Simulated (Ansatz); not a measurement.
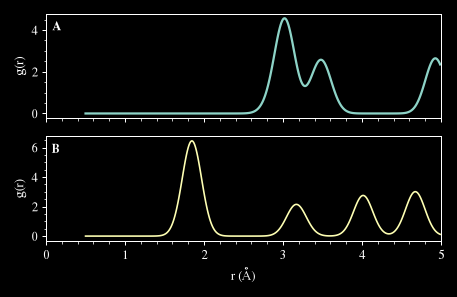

Partial pair correlation functions g(r) computed from the static structure of Li16H (periodic cell with a defect put in), each distance broadened by a Gaussian of σ = 0.12 Å. Basis of the simulation: coordinates from a relaxation with DFT LDA, scalar-relativistic, plane waves, PAW in Ansatz 0.2.0; the starting structure was generated, so it need not be a known form of this composition.

```
CELL_PARAMETERS angstrom
6.98000 0.00000 0.00000
0.00000 6.98000 0.00000
0.00000 0.00000 6.98000
ATOMIC_POSITIONS crystal
Li 0.99163 0.00001 0.01012
Li 0.50839 0.00001 0.01029
Li 0.00593 0.50002 0.99610
Li 0.00234 0.00000 0.50375
Li 0.25070 0.25567 0.25419
Li 0.49434 0.50002 0.99603
Li 0.49666 0.00000 0.50519
Li 0.75019 0.24015 0.23912
Li 0.99753 0.50000 0.49811
Li 0.25070 0.74433 0.25419
Li 0.25012 0.24769 0.75189
Li 0.50331 0.50000 0.49778
Li 0.75019 0.75985 0.23912
Li 0.75012 0.25199 0.74633
Li 0.25011 0.75233 0.75190
Li 0.75012 0.74797 0.74628
H 0.75339 0.00013 0.12047
```

> The panels are unlabelled. Name the pair for each.

panel A is Li–Li (first distance 2.86–2.87 Å); panel B is Li–H (first distance 1.83 Å).

> Give the first two coordination shells of each pair (distances closer than 0.12 Å counted as one shell; neighbours averaged over all atoms of the first element).

```tsv
pair	first shell (Å)	neighbours in it	second shell (Å)	neighbours in the second
Li–Li	2.86–3.09	8 Li per Li	3.35–3.63	6
Li–H	1.83–1.88	0.25 H per Li	3.15–3.23	0.25
```
